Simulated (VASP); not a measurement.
Band structure of TiO$_{2}$ (anatase). All values below come from PBEsol GGA, VASP's PBE PAW potentials (set 64) (plane waves; VASP).

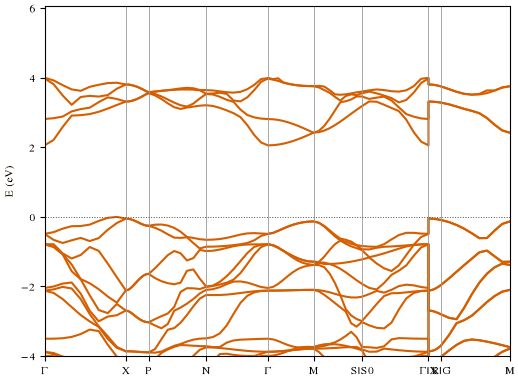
Fig. 1. Bands along high-symmetry lines, zero at the valence-band maximum or, without a gap, the Fermi level

Problem. Read the plot: is there a gap, and where are the band edges?

Solution. The gap is indirect, 2.06 eV, from the valence maximum at Γ-X at 0.89 to the conduction minimum at Γ. (Edges off the drawn lines would not show.)

The compound is TiO2 in the anatase structure, one of several forms; rutile is the usual stable one. It was relaxed first.
